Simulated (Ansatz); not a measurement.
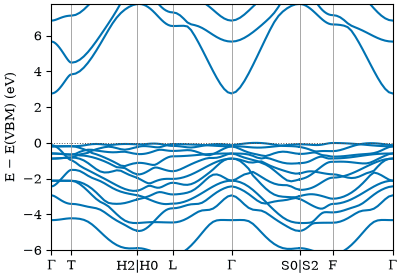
Figure. Band structure from r²SCAN (plane waves, PAW; program Ansatz)

The gap is 2.76 eV; an edge lies off the plotted path or next to a special point (maximum off the standard path, minimum at Γ).

The material is MgInGaO4 in space group R3m (No. 160; Pearson symbol hR7).

The cell is a constructed one: a structure type filled with these elements; neither database checked (COD, Materials Project) lists it. Whether it is the stable phase at ambient conditions was not checked. The r²SCAN relaxation kept the symmetry of its start; whether a distortion lowers the energy is not shown. Spin–orbit coupling is left out wherever it is not named.

Potentials: the earlier of the program's two PAW sets.
